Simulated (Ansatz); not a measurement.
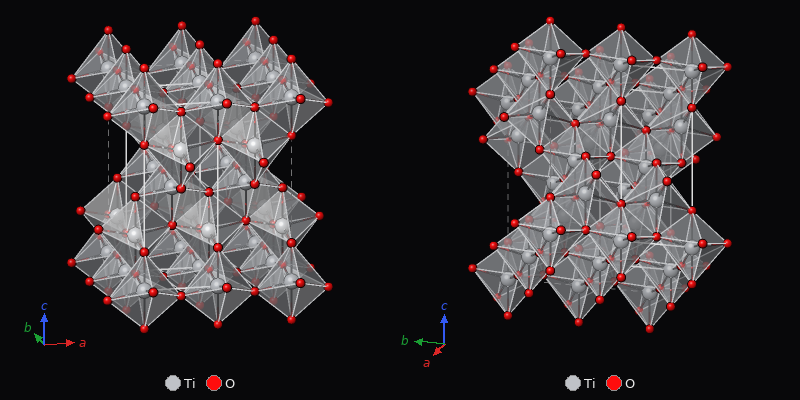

Polyhedra are drawn about Ti (bonds: O–Ti below 2.2 Å); other atoms are plain spheres. Two views of the same piece.

TiO₂ (space group I4_1/amd, No. 141): the input geometry of an electronic-structure calculation (not necessarily at equilibrium).

Q: What figure surrounds each Ti atom, and what does it share with the other drawn polyhedra?

A: Ti: TiO6 octahedron, sharing edges with four neighbours and corners with four neighbours.

Q: How do these polyhedra hang together as a whole?

A: They form a three-dimensional framework of corner- and edge-sharing octahedra.
